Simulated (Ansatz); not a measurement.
```tsv
atom	x (Å)	y (Å)	z (Å)
Al	0.1540	-0.8533	0.0818
H	-1.8016	1.8072	0.2132
O	1.1279	-1.2503	-1.2941
O	-1.5277	-0.6330	-0.1814
H	1.7388	0.7725	0.9807
F	0.6430	-1.3801	1.5938
H	-1.9234	2.5105	0.4267
O	1.1766	0.8372	0.1881
H	0.7861	-1.8153	-1.9946
H	-2.1266	-0.6663	0.5735
H	1.7533	0.6710	-0.5877
```

These are results of RKS r2SCAN-D4/6-31G* in Ansatz 0.2.0, not measurements.

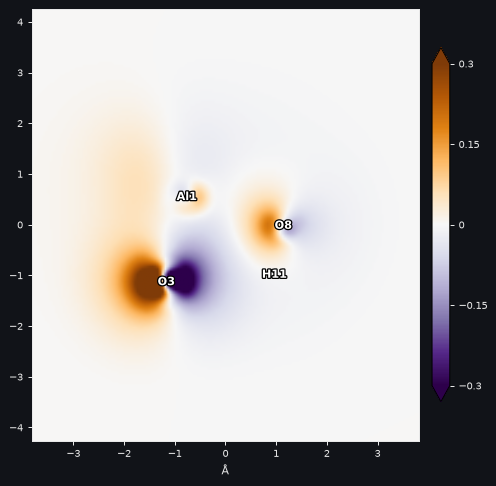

AlFH4O3···H2. The HOMO−1 on the plane of atoms O3, Al1 and O8 (values in Å⁻³ᐟ²; the overall sign is arbitrary).

Describe this orbital and give its energy.

It lies mainly on O3 (about 65 %) and O4 (about 15 %). Its energy is −7.05 eV.
